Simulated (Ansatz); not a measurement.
**U-wB97M-V/STO-3G run of SF (Monosulfur monofluoride)**

What is the electronic atomisation energy of SF (Monosulfur monofluoride) at U-wB97M-V/STO-3G? 

The calculation is run with Ansatz 0.2.0.

34 further runs of the same task are left out: 6 that didn't finish, 28 set aside as unsound or not needed.

### Step 1. The molecule

The species is SF (2 atoms), meant as a doublet with charge 0. As SMILES, `F[S]`. The shape is that of a PBE0-D4/def2-TZVP optimisation.

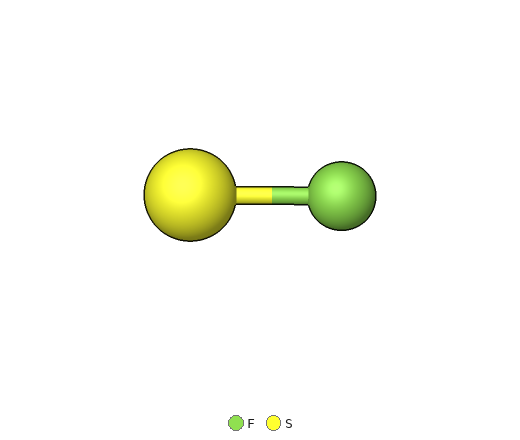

The structure, seen from a chosen angle (fluorine green, sulfur yellow).

### Step 2. The energy at U-wB97M-V/STO-3G

Contents of molecule.yaml:

```yaml
crystal:
  periodic: [false, false, false]
  atoms:
    - symbol: F
      position_ang: [-0.000000, -0.000000, 0.016120]
    - symbol: S
      position_ang: [0.000000, 0.000000, 1.610410]
basis:
  gaussian:
    orbitals: STO-3G
hamiltonian:
  xc: {name: wB97M-V}
magnetization:
  spin_polarized: true
  initial_magnetization: 1
accuracy: high
```

On the command line:

```
$ ansatz run molecule.yaml --threads 1 --pin off --max-ram 3480MiB --events-out events.jsonl --progress --plain --runs-dir runs
```

Output:

```text
Warning: RAYON_NUM_THREADS=1 ignored (pool sized by the plan → 1); use --threads N
Functional definition: wB97M-V
  name "wB97M-V"
  parameter omega = 0.3/bohr
  parameter cx = 0.15
  parameter cx01 = 1.007
  parameter cx10 = 0.259
  parameter css00 = 0.443
  parameter css04 = -1.437
  parameter css10 = -4.535
  parameter css20 = -3.390
  parameter css43 = 4.278
  parameter cos00 = 1.000
  parameter cos10 = 1.358
  parameter cos20 = 2.924
  parameter cos21 = -8.812
  parameter cos60 = -1.390
  parameter cos61 = 9.142
  parameter b = 6.0
  parameter c = 0.01
  gx(w, u) = 1 - cx + cx01*u + cx10*w
  gss(w, u) = css00 + css04*u^4 + css10*w + css20*w^2 + css43*w^4*u^3
  gos(w, u) = cos00 + cos10*w + (cos20 + cos21*u)*w^2 + (cos60 + cos61*u)*w^6
  exchange = spin_sum(e_x_unif_sr(omega)*gx(b97_w, b97_u_x)) + cx*exact_x_sr(omega) + exact_x_lr(omega)
  correlation = spin_sum(e_c_pw_mod_same_spin*gss(b97_w, b97_u_same))
      + integral(e_c_pw_mod_opposite_spin*gos(b97_w_opposite, b97_u_opposite)) + vv10(b, c)
224 factors; integrals over basis functions are off by at most 2.9e-8 eV
87 factors; integrals over basis functions are off by at most 1.1e-9 eV
mean field evaluation 1: about -13391.3480 eV, gradient 4.9e0 eV
mean field evaluation 2: about -13391.5479 eV, gradient 8.4e-1 eV
mean field evaluation 4: about -13391.5553 eV, gradient 1.4e-1 eV
mean field evaluation 8: about -13391.5589 eV, gradient 4.5e-3 eV
mean field evaluation 16: about -13391.5589 eV, gradient 1.7e-8 eV
mean field -13391.55886581 eV, -492.1307111938 hartree, gradient 1.7e-8 eV, S^2 0.750237; 0 other end points of the search recorded, 0 dependent functions left out
reference -13391.55886689 eV, -492.1307112338 hartree; 13, 12 occupied and 1, 2 virtual orbitals, 224 factors
Total energy: -13391.55886689 eV, -492.1307112338 hartree
```

Wall time 11 s (1 thread of Arm Neoverse V1, shared host); peak memory 0.32 GiB.

### Step 3. The F atom, same level

Contents of run.yaml:

```yaml
crystal:
  periodic: [false, false, false]
  atoms:
    - {symbol: F, position_ang: [0.000000, 0.000000, 0.000000]}
basis:
  gaussian:
    orbitals: STO-3G
magnetization:
  spin_polarized: true
  initial_magnetization: 1
accuracy: high
hamiltonian:
  xc: {name: wB97M-V}
total_charge: 0
```

Run the same way, it converges to -98.28239 Eh (log not shown).

### Step 4. The S atom

Contents of molecule.yaml:

```yaml
crystal:
  periodic: [false, false, false]
  atoms:
    - {symbol: S, position_ang: [0.000000, 0.000000, 0.000000]}
basis:
  gaussian:
    orbitals: STO-3G
magnetization:
  spin_polarized: true
  initial_magnetization: 2
hamiltonian:
  xc: {name: wB97M-V}
accuracy: high
```

Run the same way, it converges to -393.70975 Eh (log not shown).

### Step 5. What came out

Level: U-wB97M-V/STO-3G.

| quantity | value |
| --- | --- |
| molecule: total energy | -492.13071 Eh |
| molecule: ⟨S²⟩ | 0.750 |
| F atom: total energy | -98.28239 Eh |
| F atom: ⟨S²⟩ | 0.750 |
| S atom: total energy | -393.70975 Eh |
| S atom: ⟨S²⟩ | 2.000 |
| electronic atomisation energy | 3.771 eV |

Taking the molecule apart into free atoms costs 3.77 eV (87 kcal/mol), before zero-point energy and without spin-orbit coupling. In a minimal basis such a difference can be off by several eV, whatever the method.
